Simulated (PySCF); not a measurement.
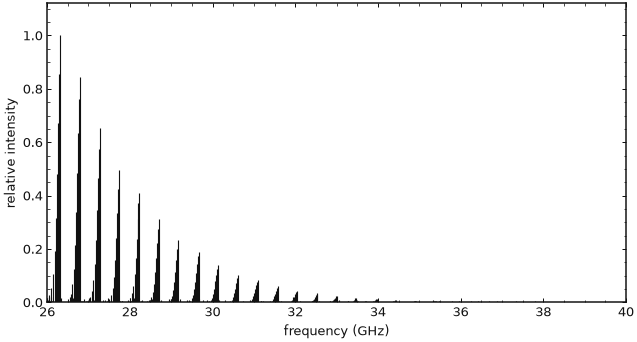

Simulated rotational absorption lines between 26 and 40 GHz at 1.5 K: rigid rotor with the equilibrium constants and dipole of one optimised conformer (PBE0-D3(BJ)/def2-SVP, PySCF 2.14.0), commonest isotopes; no centrifugal distortion, hyperfine structure, internal rotation or nuclear-spin weights; lines within 1 MHz of each other are summed.

> Which molecule gives this spectrum?
A. C₄H₄F₆O (CF3CH2OCH2CF3), SMILES FC(F)(F)COCC(F)(F)F
B. C₉H₂₀OSi, SMILES C[Si](C)(C)OC1CCCCC1
C. C₈H₁₉ClS₂Si (HSiCl(SBu)2), SMILES CCCCS[SiH](Cl)SCCCC

Option C. Rotational constants A, B, C = 0.7179, 0.2477, 0.2230 GHz, |μa|, |μb|, |μc| = 0.27, 1.87, 0.74 D.

Known limits of this run: coarse grid, loose stop and no frequency check, small forces are noise and the end may be a saddle.
